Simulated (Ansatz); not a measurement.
**AlGeF (triplet): one geometry, many settings at distance Al2–Ge3 = 8.061 Å**

What do other methods and options give for AlGeF (triplet) at this geometry, and how long do they take?

Method: the settings change from run to run; program: Ansatz 0.2.0, Gaussian basis.

36 further runs of the same task are left out: 11 for a known fault of the program, 18 that didn't finish, 7 set aside as unsound or not needed.

**1. What is computed**

The geometry derives from a PBE0/def2-TZVP stationary point (not a proven minimum). One bond is set to the value named and the two fragments are kept rigid. No spin-orbit coupling is included. The filled d shell of Ge may be among the frozen orbitals whatever the setting's name suggests; the logs give the count.

3 atoms, charge 0, spin multiplicity 3.

Atoms are counted from 1 here; the program's logs count them from 0.

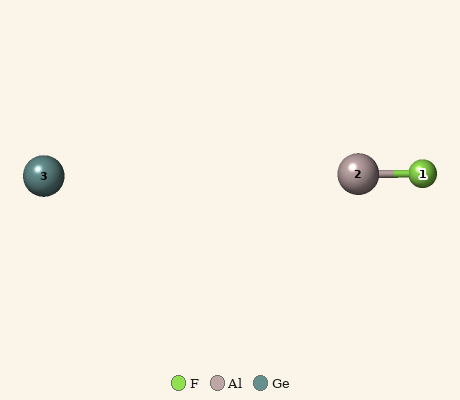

The geometry (fluorine green, aluminium light grey, germanium teal); atoms are numbered from 1 in the order of the file.

**2. HF/cc-pVDZ**

in.yaml

```yaml
crystal:
  periodic: [false, false, false]
  atoms:
    - {symbol: F, position_ang: [0.000000, 0.000000, -3.785800]}
    - {symbol: Al, position_ang: [0.000000, 0.000000, -2.137600]}
    - {symbol: Ge, position_ang: [0.000000, 0.000000, 5.923400]}
basis:
  gaussian: {orbitals: cc-pVDZ}
magnetization: {spin_polarized: false, initial_magnetization: 2}
hamiltonian: {xc: hf}
output: {forces: true, orbitals: {seedname: orbitals}}
```

On the command line:

```bash
> ansatz run in.yaml --threads 1 --pin off --events-out ev --progress --plain --max-ram 2393MiB
```

Output:

```text
Functional definition: HF
  name "HF"
  cite "Fock, Z. Phys. 61, 126 (1930) doi:10.1007/BF01340294"
  parent pbe
  exchange = exact_x
  correlation = 0
640 factors; integrals over basis functions are off by at most 8.8e-4 eV
mean field evaluation 1: about -65760.1022 eV, gradient 3.0e1 eV
mean field evaluation 2: about -65760.1047 eV, gradient 3.0e1 eV
mean field evaluation 4: about -65762.0309 eV, gradient 1.3e0 eV
mean field evaluation 8: about -65762.0426 eV, gradient 5.4e-4 eV
mean field evaluation 16: about -65762.0427 eV, gradient 2.5e-3 eV
mean field evaluation 32: about -65762.0432 eV, gradient 1.7e-5 eV
mean field evaluation 64: about -65762.0426 eV, gradient 7.9e-4 eV
mean field evaluation 96: about -65762.0271 eV, gradient 1.3e0 eV
mean field -65762.04320303 eV, -2416.7105125975 hartree, gradient 1.1e-10 eV, S^2 2.000000; 2 other end points of the search recorded, 0 dependent functions left out
the calculation of the forces begins
reference -65762.04320303 eV, -2416.7105125975 hartree; 28, 26 occupied and 31, 33 virtual orbitals, 640 factors
Total energy: -65762.04320303 eV, -2416.7105125975 hartree
Atom 0 at     0.000000     0.000000    -3.785800 Å, force     0.000000     0.000000    -1.303440 eV/Å
Atom 1 at     0.000000     0.000000    -2.137600 Å, force    -0.000000    -0.000000     1.304032 eV/Å
Atom 2 at     0.000000     0.000000     5.923400 Å, force     0.000000     0.000000    -0.000593 eV/Å
Dipole moment:     0.000000    -0.000000     0.291309 e Å
```

Run time: 4.4 s. Hardware: 1 thread of Intel Xeon Platinum 8488C, shared host.

**3. CCSD on ROHF/6-31G**

Edit in.yaml of step 2 so:

```diff
@@ -7,5 +7,5 @@
 basis:
-  gaussian: {orbitals: cc-pVDZ}
+  gaussian: {orbitals: 6-31G}
 magnetization: {spin_polarized: false, initial_magnetization: 2}
-hamiltonian: {xc: hf}
-output: {forces: true, orbitals: {seedname: orbitals}}
+correlation: {method: ccsd, electrons: valence}
+scf: {lower_state_search: off}
```

Launched as before.

Output, shortened:

```text
Functional definition: HF
  name "HF"
  cite "Fock, Z. Phys. 61, 126 (1930) doi:10.1007/BF01340294"
  parent pbe
[...]
468 factors; integrals over basis functions are off by at most 6.2e-4 eV
[...]
mean field -65752.51766931 eV, -2416.3604556900 hartree, gradient 4.9e-6 eV, S^2 2.000000; 0 other end points of the search recorded, 0 dependent functions left out
15 core orbitals not correlated: weight in the atoms' cores, before any rotation towards them, 1.000 or more for the frozen orbitals, at most 0.000 for the correlated occupied ones
reference -65752.51766931 eV, -2416.3604556900 hartree; 13, 11 occupied and 23, 25 virtual orbitals, 468 factors
second order -8.86431309 eV of doubles, -0.00829061 eV of singles
cycle   1  -8.57166188 eV  change    3.0e-1 eV  update   9.8e-2
[...]
cycle   9  -8.97010082 eV  change   -1.4e-5 eV  update   8.7e-6
Total energy: -65761.48777014 eV, -2416.6901008151 hartree
Checks for a lower state left out: stability, starts, cluster_reference, orbital_swaps, neighbouring_geometries, increment
```

Wall time 1.1 s (1 thread of Intel Xeon Platinum 8488C, shared host).

From the report: correlation -8.9701 eV; T1 0.013; largest double amplitude 0.10.

**4. CISD/6-31G***

Edit in.yaml of step 3 so:

```diff
@@ -7,5 +7,5 @@
 basis:
-  gaussian: {orbitals: 6-31G}
+  gaussian: {orbitals: "6-31G*"}
 magnetization: {spin_polarized: false, initial_magnetization: 2}
-correlation: {method: ccsd, electrons: valence}
+correlation: {active_space: {ras: {orbitals: [6, 2, 41], electrons: 14, max_holes: 2, max_particles: 2}, fixed_orbitals: true}}
 scf: {lower_state_search: off}
```

Launched as before.

Output:

```text
Functional definition: HF
  name "HF"
  cite "Fock, Z. Phys. 61, 126 (1930) doi:10.1007/BF01340294"
  parent pbe
  exchange = exact_x
  correlation = 0
these checks for a lower state are left out or cut short: stability, starts, cluster_reference, orbital_swaps, neighbouring_geometries, increment
600 factors; integrals over basis functions are off by at most 7.8e-4 eV
mean field evaluation 1: about -65752.7050 eV, gradient 3.0e1 eV
mean field evaluation 2: about -65752.7261 eV, gradient 3.0e1 eV
mean field evaluation 4: about -65754.7214 eV, gradient 1.4e0 eV
mean field evaluation 8: about -65754.7349 eV, gradient 2.4e-1 eV
mean field -65754.73540968 eV, -2416.4419561453 hartree, gradient 7.5e-6 eV, S^2 2.000000; 0 other end points of the search recorded, 0 dependent functions left out
reference -65754.73540968 eV, -2416.4419561453 hartree; 28, 26 occupied and 41, 43 virtual orbitals, 600 factors
state -65761.85972565 eV, -2416.7037699282 hartree
Total energy: -65761.85972565 eV, -2416.7037699282 hartree
Checks for a lower state left out: stability, starts, cluster_reference, orbital_swaps, neighbouring_geometries, increment
```

It took 8.5 s on 1 thread of Intel Xeon Platinum 8488C, shared host.

From the report: 139,954 determinants.

**5. BCCD(T) on ROHF/6-31G**

in.yaml

```yaml
crystal:
  periodic: [false, false, false]
  atoms:
    - {symbol: F, position_ang: [0.000000, 0.000000, -3.785800]}
    - {symbol: Al, position_ang: [0.000000, 0.000000, -2.137600]}
    - {symbol: Ge, position_ang: [0.000000, 0.000000, 5.923400]}
basis:
  gaussian: {orbitals: 6-31G}
magnetization: {spin_polarized: false, initial_magnetization: 2}
correlation: {method: bccd_t, electrons: outside_noble_gas, diis_vectors: 1}
scf: {omitted_lower_state_checks: [cluster_reference]}
output: {forces: true}
```

Launched as before.

Output, shortened:

```text
Functional definition: HF
  name "HF"
  cite "Fock, Z. Phys. 61, 126 (1930) doi:10.1007/BF01340294"
  parent pbe
[...]
468 factors; integrals over basis functions are off by at most 6.2e-4 eV
[...]
mean field -65752.51887005 eV, -2416.3604998163 hartree, gradient 1.4e-9 eV, S^2 2.000000; 9 other end points of the search recorded, 0 dependent functions left out
20 core orbitals not correlated: weight in the atoms' cores, before any rotation towards them, 1.000 or more for the frozen orbitals, at most 0.000 for the correlated occupied ones
reference -65752.51887005 eV, -2416.3604998163 hartree; 8, 6 occupied and 23, 25 virtual orbitals, 468 factors
second order -4.62922813 eV of doubles, -0.00745288 eV of singles
cycle   1  -4.74105369 eV  change   -1.0e-1 eV  update   9.5e-2
[...]
cycle   7  -5.06524242 eV  change    2.1e-9 eV  update   1.5e-9
perturbative correction -0.09383104 eV, -0.0034482270 hartree
[...]
Total energy: -65757.67794351 eV, -2416.5500922689 hartree
Atom 0 at     0.000000     0.000000    -3.785800 Å, force    -0.000000    -0.000000    -2.431270 eV/Å
Atom 1 at     0.000000     0.000000    -2.137600 Å, force     0.000000     0.000000     2.431948 eV/Å
Atom 2 at     0.000000     0.000000     5.923400 Å, force     0.000000     0.000000    -0.000678 eV/Å
Dipole moment:    -0.000000    -0.000000     0.360171 e Å
Checks for a lower state left out: cluster_reference
```

Wall time 9.5 s (1 thread of Intel Xeon Platinum 8488C, shared host).

From the report: correlation -5.1591 eV; largest double amplitude 0.10.

**6. MP2 on ROHF/cc-pVDZ**

in.yaml

```yaml
crystal:
  periodic: [false, false, false]
  atoms:
    - {symbol: F, position_ang: [0.000000, 0.000000, -3.785800]}
    - {symbol: Al, position_ang: [0.000000, 0.000000, -2.137600]}
    - {symbol: Ge, position_ang: [0.000000, 0.000000, 5.923400]}
basis:
  gaussian: {orbitals: cc-pVDZ}
magnetization: {spin_polarized: false, initial_magnetization: 2}
correlation: {method: mp2, electrons: valence}
```

Same command.

Output, shortened:

```text
Functional definition: HF
  name "HF"
  cite "Fock, Z. Phys. 61, 126 (1930) doi:10.1007/BF01340294"
  parent pbe
[...]
640 factors; integrals over basis functions are off by at most 8.8e-4 eV
[...]
mean field -65762.04320303 eV, -2416.7105125975 hartree, gradient 6.7e-11 eV, S^2 2.000000; 9 other end points of the search recorded, 0 dependent functions left out
[...]
15 core orbitals not correlated: weight in the atoms' cores, before any rotation towards them, 1.000 or more for the frozen orbitals, at most 0.000 for the correlated occupied ones
reference -65762.04320303 eV, -2416.7105125975 hartree; 13, 11 occupied and 31, 33 virtual orbitals, 640 factors
second order -7.92018669 eV of doubles, -0.06078719 eV of singles
Total energy: -65770.02417691 eV, -2417.0038079779 hartree
```

Wall time 11 s (1 thread of Intel Xeon Platinum 8488C, shared host).

**7. CCSD(T) on ROHF/cc-pVDZ**

Edit in.yaml of step 6 so:

```diff
@@ -9,2 +9,4 @@
 magnetization: {spin_polarized: false, initial_magnetization: 2}
-correlation: {method: mp2, electrons: valence}
+correlation: {method: ccsd_t, electrons: valence}
+scf: {lower_state_search: off}
+output: {forces: true}
```

Same command.

Output, shortened:

```text
Functional definition: HF
  name "HF"
  cite "Fock, Z. Phys. 61, 126 (1930) doi:10.1007/BF01340294"
  parent pbe
[...]
640 factors; integrals over basis functions are off by at most 8.8e-4 eV
[...]
mean field -65762.04320303 eV, -2416.7105125975 hartree, gradient 6.7e-11 eV, S^2 2.000000; 1 other end points of the search recorded, 0 dependent functions left out
15 core orbitals not correlated: weight in the atoms' cores, before any rotation towards them, 1.000 or more for the frozen orbitals, at most 0.000 for the correlated occupied ones
reference -65762.04320303 eV, -2416.7105125975 hartree; 13, 11 occupied and 31, 33 virtual orbitals, 640 factors
second order -7.92018669 eV of doubles, -0.06078719 eV of singles
cycle   1  -8.35338925 eV  change   -3.7e-1 eV  update   1.0e-1
[...]
cycle   5  -8.77324574 eV  change   7.6e-10 eV  update   1.5e-9
perturbative correction -0.15868504 eV, -0.0058315675 hartree
[...]
Total energy: -65770.97513381 eV, -2417.0387549994 hartree
Atom 0 at     0.000000     0.000000    -3.785800 Å, force    -0.000000     0.000000    -1.840100 eV/Å
Atom 1 at     0.000000     0.000000    -2.137600 Å, force     0.000000     0.000000     1.840768 eV/Å
Atom 2 at     0.000000     0.000000     5.923400 Å, force     0.000000     0.000000    -0.000668 eV/Å
Dipole moment:    -0.000000     0.000000     0.258225 e Å
Checks for a lower state left out: starts, cluster_reference, orbital_swaps, neighbouring_geometries, increment
```

Run time: 23 s. Hardware: 1 thread of Intel Xeon Platinum 8488C, shared host.

From the report: correlation -8.9319 eV; T1 0.014; largest double amplitude 0.11.

**8. MP2 on ROHF/cc-pVDZ**

Edit in.yaml of step 7 so:

```diff
@@ -9,4 +9,3 @@
 magnetization: {spin_polarized: false, initial_magnetization: 2}
-correlation: {method: ccsd_t, electrons: valence}
-scf: {lower_state_search: off}
-output: {forces: true}
+correlation: {method: mp2, electrons: valence}
+accuracy: high
```

The command is unchanged.

Output, shortened:

```text
Functional definition: HF
  name "HF"
  cite "Fock, Z. Phys. 61, 126 (1930) doi:10.1007/BF01340294"
  parent pbe
[...]
1030 factors; integrals over basis functions are off by at most 4.5e-9 eV
[...]
mean field -65762.04335791 eV, -2416.7105182892 hartree, gradient 8.7e-9 eV, S^2 2.000000; 9 other end points of the search recorded, 0 dependent functions left out
[...]
15 core orbitals not correlated: weight in the atoms' cores, before any rotation towards them, 1.000 or more for the frozen orbitals, at most 0.000 for the correlated occupied ones
reference -65762.04335791 eV, -2416.7105182892 hartree; 13, 11 occupied and 31, 33 virtual orbitals, 1030 factors
second order -7.92021957 eV of doubles, -0.06078722 eV of singles
Total energy: -65770.02436470 eV, -2417.0038148792 hartree
```

It took 15 s on 1 thread of Intel Xeon Platinum 8488C, shared host.

**9. HF/6-31G**

Edit in.yaml of step 8 so:

```diff
@@ -7,5 +7,5 @@
 basis:
-  gaussian: {orbitals: cc-pVDZ}
+  gaussian: {orbitals: 6-31G}
 magnetization: {spin_polarized: false, initial_magnetization: 2}
-correlation: {method: mp2, electrons: valence}
-accuracy: high
+hamiltonian: {xc: hf}
+output: {orbitals: {seedname: orbitals}}
```

Launched as before.

Output:

```text
Functional definition: HF
  name "HF"
  cite "Fock, Z. Phys. 61, 126 (1930) doi:10.1007/BF01340294"
  parent pbe
  exchange = exact_x
  correlation = 0
468 factors; integrals over basis functions are off by at most 6.2e-4 eV
mean field evaluation 1: about -65750.5536 eV, gradient 3.0e1 eV
mean field evaluation 2: about -65750.5628 eV, gradient 3.0e1 eV
mean field evaluation 4: about -65752.5045 eV, gradient 1.1e0 eV
mean field evaluation 8: about -65752.5173 eV, gradient 2.3e-1 eV
mean field evaluation 16: about -65752.5177 eV, gradient 1.8e-1 eV
mean field evaluation 32: about -65752.5189 eV, gradient 3.7e-5 eV
mean field evaluation 64: about -65752.5177 eV, gradient 2.9e-3 eV
mean field evaluation 96: about -65752.5177 eV, gradient 6.2e-3 eV
mean field -65752.51887005 eV, -2416.3604998163 hartree, gradient 4.2e-6 eV, S^2 2.000000; 2 other end points of the search recorded, 0 dependent functions left out
reference -65752.51887005 eV, -2416.3604998163 hartree; 28, 26 occupied and 23, 25 virtual orbitals, 468 factors
Total energy: -65752.51887005 eV, -2416.3604998163 hartree
```

Run time: 1.7 s. Hardware: 1 thread of Intel Xeon Platinum 8488C, shared host.

**10. CCSD on ROHF/cc-pVDZ**

Edit in.yaml of step 9 so:

```diff
@@ -7,5 +7,6 @@
 basis:
-  gaussian: {orbitals: 6-31G}
+  gaussian: {orbitals: cc-pVDZ}
 magnetization: {spin_polarized: false, initial_magnetization: 2}
-hamiltonian: {xc: hf}
-output: {orbitals: {seedname: orbitals}}
+correlation: {method: ccsd, electrons: outside_noble_gas}
+scf: {lower_state_search: full}
+output: {forces: true}
```

Launched as before.

Output, shortened:

```text
Functional definition: HF
  name "HF"
  cite "Fock, Z. Phys. 61, 126 (1930) doi:10.1007/BF01340294"
  parent pbe
[...]
640 factors; integrals over basis functions are off by at most 8.8e-4 eV
[...]
mean field -65762.04320303 eV, -2416.7105125975 hartree, gradient 6.7e-11 eV, S^2 2.000000; 18 other end points of the search recorded, 0 dependent functions left out
[...]
determinant -65762.04320303 eV, -2416.7105125975 hartree, with singles and doubles -65770.40055650 eV, -2417.0176396728 hartree
determinant -65762.04260545 eV, -2416.7104906368 hartree, with singles and doubles -65770.40051785 eV, -2417.0176382523 hartree
determinant -65762.04320303 eV, -2416.7105125975 hartree, with singles and doubles -65770.40077033 eV, -2417.0176475309 hartree
determinant -65762.04260545 eV, -2416.7104906368 hartree, with singles and doubles -65770.40072880 eV, -2417.0176460044 hartree
20 core orbitals not correlated: weight in the atoms' cores, before any rotation towards them, 1.000 or more for the frozen orbitals, at most 0.000 for the correlated occupied ones
reference -65762.04320303 eV, -2416.7105125975 hartree; 8, 6 occupied and 31, 33 virtual orbitals, 640 factors
second order -7.51133193 eV of doubles, -0.05277767 eV of singles
cycle   1  -8.35756662 eV  change    6.8e-7 eV  update   2.1e-6
[...]
cycle   5  -8.35756781 eV  change  -4.0e-10 eV  update   1.7e-9
[...]
Total energy: -65770.40077084 eV, -2417.0176475495 hartree
Atom 0 at     0.000000     0.000000    -3.785800 Å, force     0.000000     0.000000    -1.771840 eV/Å
Atom 1 at     0.000000     0.000000    -2.137600 Å, force    -0.000000    -0.000000     1.772470 eV/Å
Atom 2 at     0.000000     0.000000     5.923400 Å, force     0.000000     0.000000    -0.000630 eV/Å
Dipole moment:     0.000000    -0.000000     0.268803 e Å
```

It took 20 s on 1 thread of Intel Xeon Platinum 8488C, shared host.

From the report: correlation -8.3576 eV; T1 0.018; largest double amplitude 0.11.

**11. All runs side by side**

Where basis and cores are those of an earlier UCCSDT(Q)/cc-pVDZ run (-65770.5782 eV), and the state is the same kind, the miss against it is given.

| level | correlated | functions | energy (eV) | from UCCSDT(Q) (meV) | time |
| --- | --- | --- | --- | --- | --- |
| HF/cc-pVDZ |  | 59 | -65762.0432 | 8535.0 | 4.4 s |
| CCSD on ROHF/6-31G | valence | 51 | -65761.4878 |  | 1.1 s |
| CISD/6-31G* | outside noble gas | 69 | -65761.8597 |  | 8.5 s |
| BCCD(T) on ROHF/6-31G | outside noble gas | 51 | -65757.6779 |  | 9.5 s |
| MP2 on ROHF/cc-pVDZ | valence | 59 | -65770.0242 |  | 11 s |
| CCSD(T) on ROHF/cc-pVDZ | valence | 59 | -65770.9751 |  | 23 s |
| MP2 on ROHF/cc-pVDZ | valence | 59 | -65770.0244 |  | 15 s |
| HF/6-31G |  | 51 | -65752.5189 |  | 1.7 s |
| CCSD on ROHF/cc-pVDZ | outside noble gas | 59 | -65770.4008 | 177.5 | 20 s |

**12. Summary of results**

| quantity | value |
| --- | --- |
| runs | 9 |
| quickest | CCSD on ROHF/6-31G, 1.1 s |
| slowest | CCSD(T) on ROHF/cc-pVDZ, 23 s |

Total energies in different bases, with other cores or another treatment of relativity can't be set against each other. CCSD(T) on ROHF/cc-pVDZ took 22 times as long as CCSD on ROHF/6-31G; the jobs differ in more than the method. Hartree-Fock, CASSCF and CASCI lack dynamic correlation by design.
